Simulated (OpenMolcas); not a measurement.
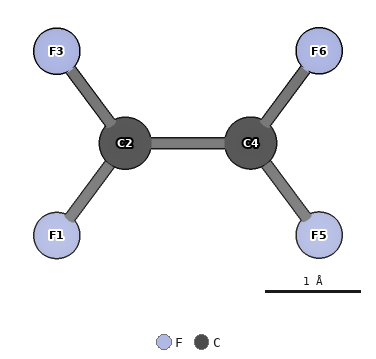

**Figure 1.** The structure (ball-and-stick view, seen at a tilt; atoms are numbered from 1 in the order of the input). Bond lengths as drawn: C–C 1.32 Å and C–F 1.31 Å.

Energy and gradient calculation of C₂F₄ (charge −1) (part 1 of 4)

- system: C₂F₄, charge −1, multiplicity 2
- method: BLYP/6-31G, UKS (OpenMolcas 26.06)

The geometry is that of the parent species in another charge or spin state. The geometry comes from this level: PBE0-D4/def2-TZVP.

### Output
```
--- Start Module: gateway ---

                                              &GATEWAY

                       available to each process: 1.9 GB of memory, 1 thread

 Basis Set     1 Label: F.6-31G
 Basis set is read from library:.
 basistype.tbl is not found

 Basis Set     2 Label: C.6-31G
 Basis set is read from library:.
 basistype.tbl is not found

 Basis Set     3 Label: F.6-31G
 Basis set is read from library:.
 basistype.tbl is not found

 Basis Set     4 Label: C.6-31G
 Basis set is read from library:.
 basistype.tbl is not found

 Basis Set     5 Label: F.6-31G
 Basis set is read from library:.
 basistype.tbl is not found

++    Symmetry information:
      ---------------------

                    Character Table for C1

                             E
                    a        1  x, y, xy, Rz, z, xz, Ry, yz, Rx, I
--

++    Basis set information:
      ----------------------

      Basis set label: F.6-31G.........

      Electronic valence basis set:
      ------------------
      Associated Effective Charge   9.000000 au
      Associated Actual Charge      9.000000 au
      Nuclear Model: Point charge

      Shell  nPrim  nBasis  Cartesian Spherical Contaminant
         s      10       3        X
         p       4       2        X

      Basis set label: C.6-31G.........

      Electronic valence basis set:
      ------------------
      Associated Effective Charge   6.000000 au
      Associated Actual Charge      6.000000 au
      Nuclear Model: Point charge

      Shell  nPrim  nBasis  Cartesian Spherical Contaminant
         s      10       3        X
         p       4       2        X

      Basis set label: F.6-31G.........

      Electronic valence basis set:
      ------------------
      Associated Effective Charge   9.000000 au
      Associated Actual Charge      9.000000 au
      Nuclear Model: Point charge

      Shell  nPrim  nBasis  Cartesian Spherical Contaminant
         s      10       3        X
         p       4       2        X

      Basis set label: C.6-31G.........

      Electronic valence basis set:
      ------------------
      Associated Effective Charge   6.000000 au
      Associated Actual Charge      6.000000 au
      Nuclear Model: Point charge

      Shell  nPrim  nBasis  Cartesian Spherical Contaminant
         s      10       3        X
         p       4       2        X

      Basis set label: F.6-31G.........

      Electronic valence basis set:
      ------------------
      Associated Effective Charge   9.000000 au
      Associated Actual Charge      9.000000 au
      Nuclear Model: Point charge

      Shell  nPrim  nBasis  Cartesian Spherical Contaminant
         s      10       3        X
         p       4       2        X
--

++    Molecular structure info:
      -------------------------

                    ************************************************
                    **** Cartesian Coordinates / bohr, angstrom ****
                    ************************************************

     Center  Label                x              y              z                     x              y              z
        1      F1               2.209468      -2.143894      -1.337926              1.169200      -1.134500      -0.708000
        2      C2               0.382670      -1.209803       0.048566              0.202500      -0.640200       0.025700
        3      F3              -0.637783      -2.873518       1.572819             -0.337500      -1.520600       0.832300
        4      C4              -0.356024       1.169363      -0.077668             -0.188400       0.618800      -0.041100
        5      F5               0.664239       2.833266      -1.601732              0.351500       1.499300      -0.847600
        6      F6              -2.183012       2.103454       1.308824             -1.155200       1.113100       0.692600

                    ***************************************
                    *    InterNuclear Distances / bohr    *
                    ***************************************

               1 F1            2 C2            3 F3            4 C4            5 F5            6 F6
    1 F1       0.000000
    2 C2       2.476304        0.000000
    3 F3       4.136620        2.476412        0.000000
    4 C4       4.375805        2.494400        4.375885        0.000000
    5 F5       5.218185        4.375977        6.658860        2.476345        0.000000
    6 F6       6.658764        4.375916        5.218014        2.476443        4.136520        0.000000

                    *******************************************
                    *    InterNuclear Distances / angstrom    *
                    *******************************************

               1 F1            2 C2            3 F3            4 C4            5 F5            6 F6
    1 F1       0.000000
    2 C2       1.310403        0.000000
    3 F3       2.189005        1.310461        0.000000
    4 C4       2.315576        1.319980        2.315619        0.000000
    5 F5       2.761345        2.315667        3.523717        1.310425        0.000000
    6 F6       3.523666        2.315635        2.761254        1.310477        2.188952        0.000000

                    **************************************
                    *    Valence Bond Angles / degree    *
                    **************************************
                          Atom centers                 Phi
                      1 F1       2 C2       3 F3       113.28
                      1 F1       2 C2       4 C4       123.36
                      3 F3       2 C2       4 C4       123.36
                      2 C2       4 C4       5 F5       123.37
                      2 C2       4 C4       6 F6       123.36
                      5 F5       4 C4       6 F6       113.27

           ***************************************************************
           *              Valence Dihedral Angles / degree               *
           ***************************************************************
                    Atom centers                       Phi1     Phi2     Theta
           1 F1       2 C2       4 C4       5 F5        123.36   123.37    -0.01
           1 F1       2 C2       4 C4       6 F6        123.36   123.36   180.00
           3 F3       2 C2       4 C4       5 F5        123.36   123.37   180.00
           3 F3       2 C2       4 C4       6 F6        123.36   123.36     0.00
--

            Nuclear Potential Energy            245.55522082 au

--- Stop Module: gateway /rc=_RC_ALL_IS_WELL_ ---

--- Start Module: seward ---

                                              &SEWARD

                       available to each process: 1.9 GB of memory, 1 thread

               SEWARD will generate:
                  Multipole Moment integrals up to order  2
                  Kinetic Energy integrals
                  Nuclear Attraction integrals (point charge)
                  One-Electron Hamiltonian integrals
                  Velocity integrals
                  Orbital angular momentum around (  0.0133  -0.0202  -0.0145 )
                  Velocity quadrupole around (  0.0133  -0.0202  -0.0145 )
                  Two-Electron Repulsion integrals

                   Integrals are discarded if absolute value <: 1.00E-14
                   Integral cutoff threshold is set to       <: 1.00E-16

            Nuclear Potential Energy            245.55522082 au

      Basis set specifications :
      Symmetry species         a
      Basis functions           54

--- Stop Module: seward /rc=_RC_ALL_IS_WELL_ ---

--- Start Module: scf ---

                                                &SCF

                       available to each process: 1.9 GB of memory, 1 thread

++    Input section:
      --------------

      Header of the integral files:

      Cartesian coordinates in angstrom:
      -----------------------------------------------------
      No.  Label        X            Y            Z
      -----------------------------------------------------
       1   F1         1.16920000  -1.13450000  -0.70800000
       2   C2         0.20250000  -0.64020000   0.02570000
       3   F3        -0.33750000  -1.52060000   0.83230000
       4   C4        -0.18840000   0.61880000  -0.04110000
       5   F5         0.35150000   1.49930000  -0.84760000
       6   F6        -1.15520000   1.11310000   0.69260000
      -----------------------------------------------------
      Nuclear repulsion energy =  245.55522082
--

++    Orbital specifications:
      -----------------------

      Symmetry species               1
                                     a
      Frozen orbitals                0
      Start temperature = 0.500
      End temperature   = 0.010
      Temperature Factor= 0.460
      Deleted orbitals               0
      Total number of orbitals      54
      Number of basis functions     54
--

      Molecular charge                          -1.000

      Numerical integration parameters
      --------------------------------
      Radial quadrature type:                         MHL
      Size of radial grid:                            50
      Lebedev angular grid:                           23
      Angular grid pruned with the crowding factor:  1.00E+00
                                 and fading factor:  5.00E+00
      Screening threshold for integral computation:   1.00E-11
      Radial quadrature accuracy:                     1.00E-25
      Maximum batch size:                             128
      AO values are stored on disk
      The same grid will be used for all iterations.

      DFT functional specifications
      -----------------------------
      Using Libxc version: 6.2.2
      Please cite the following reference:
      S. Lehtola, C. Steigemann, M. J.T. Oliveira, and M. A.L. Marques.,  SoftwareX 7, 1–5 (2018) doi:10.1016/j.softx.2017.11.002

      * Becke 88
        - A. D. Becke.,  Phys. Rev. A 38, 3098 (1988) doi:10.1103/PhysRevA.38.3098
      * Lee, Yang & Parr
        - C. Lee, W. Yang, and R. G. Parr.,  Phys. Rev. B 37, 785 (1988) doi:10.1103/PhysRevB.37.785
        - B. Miehlich, A. Savin, H. Stoll, and H. Preuss.,  Chem. Phys. Lett. 157, 200 (1989) doi:10.1016/0009-2614(89)87234-3

++    Optimization specifications:
      ----------------------------

      SCF Algorithm: Conventional USCF
      D(i)-D(i-1) density differences are used
      Number of density matrices in core                 5
      Maximum number of NDDO SCF iterations            400
      Maximum number of HF SCF iterations              400
      Threshold for SCF energy change             1.00E-09
      Threshold for density matrix                1.00E-04
      Threshold for Fock matrix                   1.50E-04
      Threshold for linear dependence             1.00E-09
      Threshold at which DIIS is turned on        1.50E-01
      Maximum depth in the DIIS procedure                5
      Maximum depth in the BFGS Hessian update          30
      Threshold at which QNR/C2DIIS is turned on  7.50E-02
      Threshold for Norm(delta) (QNR/C2DIIS)      1.00E-03
      All orbitals punched on: UHFORB
--

      Input vectors read from INPORB
      Orbital file label: *Guess orbitals

++ Convergence information
                               UHF BLYP       iterations: Energy and convergence statistics

Iter     Tot. BLYP       One-elec.       Two-elec.     Energy      Max Dij or  Max Fij      DNorm      TNorm      AccCon     Time
         Energy          Energy          Energy        Change      Delta Norm                                                in Sec.
   1  -469.870001475 -1214.706819966   499.281597668   0.00E+00    4.87E-01*   4.37E-01*    1.08E+01   1.62E+02   None         0.
   2  -470.690185846 -1204.733092102   488.487685432  -8.20E-01*   3.72E-01*   3.15E-01*    3.94E+01   1.59E+02   EDIIS        0.
   3  -473.565905589 -1210.308130676   491.187004265  -2.88E+00*   3.97E-01*   2.92E-01*    2.02E+01   1.61E+02   EDIIS        0.
   4  -473.684469131 -1219.401516555   500.161826601  -1.19E-01*   1.57E-01*   1.79E-01*    1.03E+01   1.61E+02   EDIIS        0.
   5  -475.105455277 -1210.448619312   489.787943211  -1.42E+00*   2.70E-01*   8.90E-02*    4.13E+00   1.60E+02   EDIIS        0.
   6  -474.983787071 -1218.056586867   497.517578974   1.22E-01*   5.37E-02*   4.41E-02*    1.85E+00   1.61E+02   EDIIS        0.
   7  -475.186920230 -1214.655458405   493.913317352  -2.03E-01*   6.08E-02*   2.30E-02*    1.38E+00   1.61E+02   EDIIS        0.
   8  -475.178850008 -1212.409243813   491.675172982   8.07E-03*   1.15E-02*   1.34E-02*    5.23E-01   1.61E+02   EDIIS        0.

       Fermi aufbau procedure completed!
      nOcc(alpha)=   25
      nOcc(beta) =   24

   9  -475.192479125 -1213.408408091   492.660708143  -1.36E-02*   1.26E-02*   2.96E-03*    1.08E-01   1.61E+02   c2DIIS       0.
  10  -475.192666614 -1213.775983785   493.028096348  -1.87E-04*   3.21E-02*   3.30E-03*    6.56E-02   1.61E+02   QNRc2DIIS    0.
  11  -475.192601642 -1213.648874140   492.901051675   6.50E-05*   1.82E-02*   4.28E-03*    7.13E-02   1.61E+02   QNRc2DIIS    0.
  12  -475.192744718 -1213.646913075   492.898947534  -1.43E-04*   2.62E-03*   7.54E-04*    4.08E-02   1.61E+02   QNRc2DIIS    0.
  13  -475.192749534 -1213.688457774   492.940487418  -4.82E-06*   7.16E-05    6.78E-06     6.64E-03   1.61E+02   QNRc2DIIS    0.
  14  -475.192749535 -1213.688514968   492.940544611  -8.79E-10    9.38E-06    1.41E-06     1.35E-04   1.61E+02   QNRc2DIIS    0.

       Convergence after  14 Iterations
--

 *****************************************************************************************************************************
 *                                             SCF/KS-DFT Program, Final results                                             *
 *                                                       Final Results                                                       *
 *****************************************************************************************************************************

::    Total KS-DFT energy                            -475.1927495347
      One-electron energy                           -1213.6885149683
      Two-electron energy                             492.9405446106
      Nuclear repulsion energy                        245.5552208229
      Kinetic energy (interpolated)                   474.6016900022
      Virial theorem                                    1.0012453802
      Total spin, S(S+1)                                0.7518059540
      Total spin, S                                     0.5009025697
      Max non-diagonal density matrix element           0.0000039725
      Max non-diagonal Fock matrix element              0.0000004268

      No orbitals printed
      No orbitals printed

++    Molecular charges:
      ------------------

      Mulliken charges per centre
      ---------------------------

                            F1                      C2                      F3                      C4                      F5                      F6
                     alpha        beta       alpha        beta       alpha        beta       alpha        beta       alpha        beta       alpha        beta
      Total        4.6752      4.6573      3.1495      2.6853      4.6753      4.6574      3.1495      2.6853      4.6753      4.6574      4.6753      4.6574
      Total              9.3326                  5.8348                  9.3326                  5.8348                  9.3326                  9.3326

      Charge           -0.3326                  0.1652                 -0.3326                  0.1652                 -0.3326                 -0.3326

      Total electronic charge=   49.000000

      Total            charge=   -1.000000
--

++    Molecular orbitals:
      -------------------

      Title: Natural orbitals

      Molecular orbitals for symmetry species 1: a

          Orbital            1         2         3         4         5         6         7         8         9        10
          Energy          -24.0605  -24.0592  -24.0576  -24.0541   -9.6395   -9.5384   -0.0912   -0.4799   -0.2015   -0.8003
          Occ. No.          2.0000    2.0000    2.0000    2.0000    2.0000    2.0000    2.0000    2.0000    2.0000    2.0000
```
